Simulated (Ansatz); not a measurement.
# Lattice dynamics of LiTi2 (built on the sites of a database entry of Zr2Cu)

Aim: the phonons of LiTi2 (built on the sites of a database entry of Zr2Cu) at a cell relaxed beforehand at this level.

Calculated with Ansatz 0.2.0; DFT PBEsol, scalar-relativistic, plane waves, PAW.

The structure was built from a prototype and need not be the compound's stable phase.

### 1. Starting point

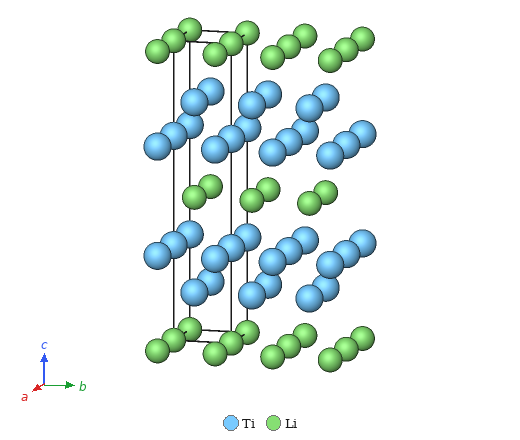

The starting structure, seen slightly off an axis (titanium blue, lithium green). 2×3×1 cells are drawn. This picture shows the conventional cell, with its axes. Some periodic images of atoms are drawn too.

### 2. Zone-centre response

The cell comes from relaxations at this level that are not shown. The zone centre is the only wavevector solved here; it holds the modes that light can see, as far as symmetry allows. No field response is asked, since the mesh shows no gap.

The input, input.yaml:

```yaml
crystal:
  lattice:
    - [-1.37698485, 1.37698485, 7.0203421346]
    - [1.37698485, -1.37698485, 7.0203421346]
    - [1.37698485, 1.37698485, -7.0203421346]
  atoms:
    - { symbol: Ti, position: [0.3175905661, 0.3175905661, 0.0] }
    - { symbol: Ti, position: [0.6824094339, 0.6824094339, 0.0] }
    - { symbol: Li, position: [0.0, 0.0, 0.0] }
kpoints:
  mp_grid: { grid: [24, 24, 24] }
hamiltonian:
  xc: pbesol
scf:
  occupations: { method: methfessel_paxton, width: 0.2 }
output:
  eigenvalues: true
phonons:
  method: dfpt
```

On the command line:

```sh
$ ansatz run input.yaml --threads 8 --pin off --max-ram 14336MiB --backend cpu --events-out ev --progress --plain --runs-dir out
```

Numbers of over 12 decimals in the logs are rounded to 6 here.

What it wrote:

```text
zone centre: on kpoints.mp_grid the ground state, and the responses unless they are solved on pairs of k-points, stand on 1963 of the mesh's 13824 k-points, reduced under 4 symmetry operations, with k and −k counted as one. Each operation leaves every solved displacement unchanged or reverses it
Engine: ansatz 0.2.0, aarch64-unknown-linux-gnu
Pseudopotentials: kind: paw
Pseudopotential: Ti, paw, valence charge 12, recommended cutoff 420 eV (normal), Ti.paw.azcp
Pseudopotential: Li, paw, valence charge 3, recommended cutoff 420 eV (normal), Li.paw.azcp
Functional definition: PBEsol
  exchange = pbesol_x
  correlation = pbesol_c
Crystal: 3 atoms, lattice volume = 53.245 Å³
Basis set: ecut = 420 eV, 1043 PW (Γ), exchange–correlation on 100×100×100 points (8 copies of the dense FFT grid, shifted against one another)
Bands: 18, of which v1, the nominal top of the filled ones, is band 14 counted from 1 (13 counted from 0)
Symmetry: 16 space group operations
k-points: 1963 of 13824 (irreducible under 4 space group operations, time reversal used)
Non-local potential: Ti, projectors of the file, l = 0: 3, l = 1: 2, l = 2: 3, l = 3: 1
Non-local potential: Li, projectors of the file, l = 0: 3, l = 1: 2, l = 2: 1
PAW form: soft (Blöchl's): semilocal exchange-correlation on the pseudo side does not see the compensation charge
PAW frozen core: Ti, regenerated for the run's functional, and the local potential with it (the file was generated under x = pbe(κ = 0.804, μ = 0.219515), c = pbe(β = 0.066725))
PAW one-centre angular grid: Ti, 590 points (default); XC on 64 Gauss nodes
PAW one-centre angular grid: Li, 110 points (default); XC on 64 Gauss nodes
Initial density: superposition of atomic densities (neutral atoms: chi_scale 0, normalization atom), corrected by the library's trained network
Initial wavefunctions: pseudopotential atomic-orbital guess
Functional: x = pbesol(κ = 0.804, μ = 0.123457), c = pbesol(β = 0.046)
SCF iter   1: F=—  HF=-5150.392894 eV  |F-HF|=—  |Δ(HF+E_count)|=         —  Δρ=7.06e-3  dr2=6.30e-2  ethr=1.77e-3  ⟨swp⟩=3.3  Hψ=121908  notcnv=0
preconditioner: auto → Kerker (q_TF=auto, 2.436 Å⁻¹)  [metal: Δε(μ)=0.002 eV  Ē_g=2.866 eV  σ=0.200 eV  W_gap=0.01  n_scr=12 (ndim 8)  ℏωp=15.3 eV  f_vac=0.000  D(μ)=2.09/eV (n_scr^D=20)]
SCF iter   2: F=—  HF=-5150.385554 eV  |F-HF|=—  |Δ(HF+E_count)|=   7.34e-3  S|Δr|=    0.00e0  Δρ=4.23e-3  dr2=3.34e-2  ethr=2.33e-4  ⟨swp⟩=1.0  Hψ=51038  notcnv=0
SCF iter   3: F=—  HF=-5150.379270 eV  |F-HF|=—  |Δ(HF+E_count)|=   6.28e-3  S|Δr|=    0.00e0  Δρ=7.23e-4  dr2=1.14e-3  ethr=1.24e-4  ⟨swp⟩=2.0  Hψ=41690  notcnv=0
SCF iter   4: F=—  HF=-5150.379051 eV  |F-HF|=—  |Δ(HF+E_count)|=   2.19e-4  S|Δr|=    0.00e0  Δρ=2.57e-4  dr2=6.26e-5  ethr=4.20e-6  ⟨swp⟩=1.8  Hψ=40370  notcnv=0
SCF iter   5: F=—  HF=-5150.379038 eV  |F-HF|=—  |Δ(HF+E_count)|=   1.33e-5  S|Δr|=    0.00e0  Δρ=7.15e-5  dr2=3.84e-6  ethr=2.32e-7  ⟨swp⟩=2.0  Hψ=43408  notcnv=0
SCF iter   6: F=—  HF=-5150.379041 eV  |F-HF|=—  |Δ(HF+E_count)|=   2.92e-6  S|Δr|=    0.00e0  Δρ=1.96e-5  dr2=2.44e-7  ethr=1.42e-8  ⟨swp⟩=2.8  Hψ=58658  notcnv=0
SCF iter   7: F=—  HF=-5150.379077 eV  |F-HF|=—  |Δ(HF+E_count)|=   3.67e-5  S|Δr|=    0.00e0  Δρ=4.37e-6  dr2=1.37e-8  ethr=9.02e-10  ⟨swp⟩=2.1  Hψ=57699  notcnv=0
SCF iter   8: F=—  HF=-5150.379077 eV  |F-HF|=—  |Δ(HF+E_count)|=   1.26e-9  S|Δr|=    0.00e0  Δρ=1.13e-6  dr2=8.18e-10  ethr=5.08e-11  ⟨swp⟩=2.1  Hψ=42201  notcnv=0
SCF iter   9: F=—  HF=-5150.379077 eV  |F-HF|=—  |Δ(HF+E_count)|=  9.28e-11  S|Δr|=    0.00e0  Δρ=3.53e-7  dr2=6.91e-11  ethr=3.03e-12  ⟨swp⟩=2.7  Hψ=56495  notcnv=0
SCF iter  10: F=-5150.379077 eV  HF=-5150.379077 eV  |F-HF|=9.09e-13  |Δ(HF+E_count)|=  1.64e-11  S|Δr|=    0.00e0  Δρ=9.84e-8  dr2=4.52e-12  ethr=1.00e-12  ⟨swp⟩=4.9  Hψ=130825  notcnv=0
SCF 1 converged in 10 iterations: F = -5150.379077 eV  dr2 = 4.52e-12
  greatest PAW one-centre occupation: 1.000 electrons in one spin orbital (limit 2), on the Li atom at site 2 (counted from 0), in its partial waves of l = 0
DFPT response loops at Γ: preconditioner auto → Kerker (q_TF=auto, 2.436 Å⁻¹) (partly filled bands, converged f_vac=0.000); β = 1.00, the filter's whole step (`scf.mixing.beta` (0.50) is not read by the response loops under this deck's `scf.mixing.preconditioner`; to damp them name `kerker` or `kerker_dos`, under which they read `scf.mixing.beta`, and type it under 1.00, their step now; both keys bind the ground state too); Broyden in place of MSR1
SCF converged after 10 iterations
Stability not checked: this state was not tested for a lower state beside it, because cold or Methfessel-Paxton smearing, or corrected tetrahedra, fill the levels in a way that the test cannot read (fill_not_monotonic; see scf.lower_state_search)
Free energy (F): -5150.379077 eV
Harris-Foulkes:  -5150.379077 eV  (|F-HF|=9.09e-13)
Internal energy: -5150.381850 eV  (E = F + TS)
E sigma→0 (E₀):  -5150.379770 eV
Entropy (-TS):   0.002772 eV (0.924 meV/atom)
Fermi energy:    8.882370 eV
--- Per-component energies (eV) ---
  E_band       = -480.061718
  E_kinetic    = 568.206757
  E_local      = -2936.832855  (includes V_loc(G=0)·N_el)
  E_nonlocal   = -13.130713
  E_hartree    = 1255.989548
  E_xc         = -203.600660
  E_vxc        = -256.232308  (∫ρ·V_xc dr)
  E_paw        = -2065.436584  (= ΣΔE_a)
  E_vpaw       = -354.051947  (= ΣTr[D̂ρ^β])
  E_aug_tail   = 0.000236  (compensation charges beyond the density's cutoff)
  E_ewald      = -1755.856348
  E_core_change = 0.278769  (= ΣΔE_core)
  E_smearing   = 0.002772  (= −TS)
  E_closure    = 0.000000  (closes the sum)
  Σ components = -5150.379077   (vs F -5150.379077, Δ=0.00e0)
--- Band table (eV; the first three rows and the last of 1963) ---
  k-point 0: bands = [... 10 lower, 5.6741, 7.2039, 7.2915, 8.2580, 8.9706, 10.5552, 10.5552, 11.3385]
  k-point 1: bands = [... 10 lower, 5.7455, 7.2379, 7.3347, 8.2759, 9.0068, 10.5110, 10.6006, 11.2269]
  k-point 2: bands = [... 10 lower, 5.9550, 7.3361, 7.4615, 8.3301, 9.1138, 10.3862, 10.7240, 10.9538]
  k-point 1962: bands = [... 10 lower, 5.1007, 6.9641, 7.2893, 8.9747, 9.2392, 10.5450, 10.5450, 11.4237]
--- Phonons (Γ-DFPT): 4 representative perturbations + reference, on 1963 of 13824 k-points (Σ response iterations 13) ---
  k mesh reduced under 4 symmetry operations, with k and −k counted as one. Each operation leaves every solved displacement unchanged or reverses it
  ASR residual: 1.778e-5 → 0.000e0 eV/Å²; symmetrization residual: 5.853e-7 eV/Å²
  ASR residual per site (eV/Å²): 5.82e-6 5.82e-6 1.78e-5
  Γ frequencies (cm⁻¹): 0.00 0.00 0.00 149.65 149.65 200.22 200.22 289.30 317.34
  non-analytic LO–TO correction: not included (Born effective charges unavailable; polar crystals: no LO–TO splitting at Γ)
```

Run time: 5.3 min. Hardware: 8 threads of Arm Neoverse V2, shared host; peak memory 6.3 GiB; 40 min of CPU time.

In the SCF lines HF is the Harris–Foulkes energy and dr2 the Hartree energy of the density residual, in eV; the loop may stop once dr2 is under the threshold and the program's other checks hold. Hψ counts applications of the Hamiltonian.

This step gave:

```yaml
volume_per_atom: 17.75 Å³
gap_on_the_k_mesh: 0 eV
sum_rule_residual_before_enforcement: 1.78e-5 eV/Å²
point_group: 4/mmm
highest_optical_mode_at_the_zone_centre_no_lo_to_term: 317.3 cm⁻¹
lowest_optical_zone_centre_mode: 149.7 cm⁻¹
```

Patterns of degenerate modes are one choice out of their space. The modes at Γ (shares of kinetic energy by element, %):

| mode | frequency (cm⁻¹) | symmetry | Ti % | Li % |
| --- | --- | --- | --- | --- |
| 1 | 0.0 | acoustic | 93 | 7 |
| 2 | 0.0 | acoustic | 93 | 7 |
| 3 | 0.0 | acoustic | 93 | 7 |
| 4 | 149.7 | Eu | 7 | 93 |
| 5 | 149.7 | Eu | 7 | 93 |
| 6 | 200.2 | Eg | 100 | 0 |
| 7 | 200.2 | Eg | 100 | 0 |
| 8 | 289.3 | A1g | 100 | 0 |
| 9 | 317.3 | A2u | 7 | 93 |

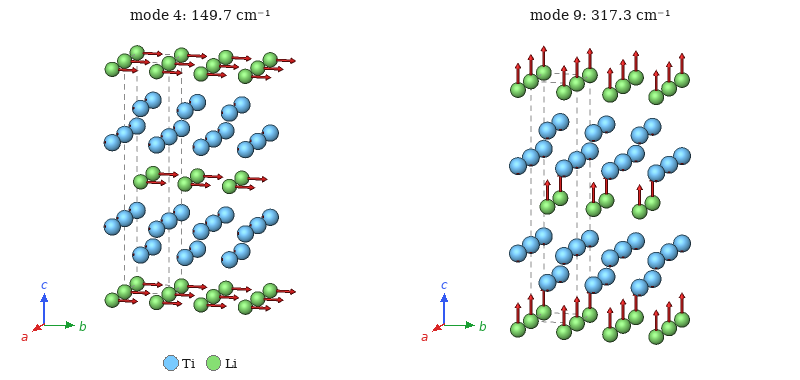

Displacement patterns of modes 4 and 9 at Γ; arrows are exaggerated. 2×3×1 conventional cells are drawn. Some periodic images of atoms are drawn too.

Before it was imposed, the acoustic sum rule was missed by 1.8e-5 eV/Å². Small misses are needed for a sound result but don't prove that mesh and cutoff are converged. The lowest optical mode is real, 150 cm⁻¹.

### 3. Another isotope, element Li, natural mass 6.94 amu

An isotope changes the mass and not the force constants, so no new electronic calculation is needed; the shifts show which modes move this element.

The same force constants with the mass of Li changed from 6.940 to 6.015 u (phonopy, no LO-TO term). Both lists are sorted by frequency; levels can cross, so a row need not hold one and the same mode. Modes under 3 cm⁻¹ are left out. Isotope shifts, by row:

| q | rank | natural mass (cm⁻¹) | changed mass (cm⁻¹) |
| --- | --- | --- | --- |
| 0 0 0 | 4 | 149.7 | 160 |
| 0 0 0 | 5 | 149.7 | 160 |
| 0 0 0 | 6 | 200.2 | 200.2 |
| 0 0 0 | 7 | 200.2 | 200.2 |
| 0 0 0 | 8 | 289.3 | 289.3 |
| 0 0 0 | 9 | 317.3 | 339.3 |

A mode of this element alone would shift by +7.41 %. The highest zone-centre frequency without the field goes from 317.3 to 339.3 cm⁻¹ (+6.9 %). The product of the frequency ratios over all optical modes at Γ is 1.223; the product rule, (m/m′)^(3k/2) (M′/M)^(3/2) with k = 1 such atoms and M the mass of the cell, gives 1.223.

### 4. Another isotope, element Ti, natural mass 47.867 amu

The same for Ti, from 47.87 to 49.94 u.

The same force constants with the mass of Ti changed from 47.867 to 49.945 u (phonopy, no LO-TO term). Both lists are sorted by frequency; levels can cross, so a row need not hold one and the same mode. Modes under 3 cm⁻¹ are left out. Isotope shifts, by row:

| q | rank | natural mass (cm⁻¹) | changed mass (cm⁻¹) |
| --- | --- | --- | --- |
| 0 0 0 | 4 | 149.7 | 149.4 |
| 0 0 0 | 5 | 149.7 | 149.4 |
| 0 0 0 | 6 | 200.2 | 196 |
| 0 0 0 | 7 | 200.2 | 196 |
| 0 0 0 | 8 | 289.3 | 283.2 |
| 0 0 0 | 9 | 317.3 | 316.9 |

A mode of this element alone would shift by -2.10 %. The highest zone-centre frequency without the field goes from 317.3 to 316.9 cm⁻¹ (-0.1 %). The product of the frequency ratios over all optical modes at Γ is 0.934; the product rule, (m/m′)^(3k/2) (M′/M)^(3/2) with k = 2 such atoms and M the mass of the cell, gives 0.934.

### 5. Outcome

```json
{"space group (within 0.01 Å)": "I4/mmm", "volume per atom": "17.7 Å³", "electronic character": "no gap on this mesh", "highest optical mode at the zone centre (no LO-TO term)": "317 cm⁻¹", "lowest optical zone-centre mode": "150 cm⁻¹", "imaginary modes at Γ (the only wavevector solved)": "none"}
```

What this shows: The structure is stable against zone-centre distortions, since no mode there is imaginary; other wavevectors were not solved, so zone-boundary instabilities are untested. The optical modes at Γ span 150 to 317 cm⁻¹. No dispersion was computed. The highest mode in this list at Γ, 317.3 cm⁻¹, is mostly motion of Li (93 % of the kinetic energy). With no gap, or one that is small against the smearing, the frequencies hang on the k mesh and the smearing, most of all near Kohn anomalies. The phonon runs are without spin polarisation, although the cell has an odd electron count. The starting cell was built on a prototype and not taken from a measurement, so the phase need not exist. These are harmonic frequencies at zero temperature: anharmonic shifts, linewidths and thermal expansion are left out.

[Logs are printed without paths, hosts, clocks, repeated set-up lines and the standing remarks that a program may print on its own settings, such as how far it seeks lower states.]

[Hosts, paths, dates, database ids (printed as entryN), source tags and the programs' standing remarks are cut or masked in the printed files.]
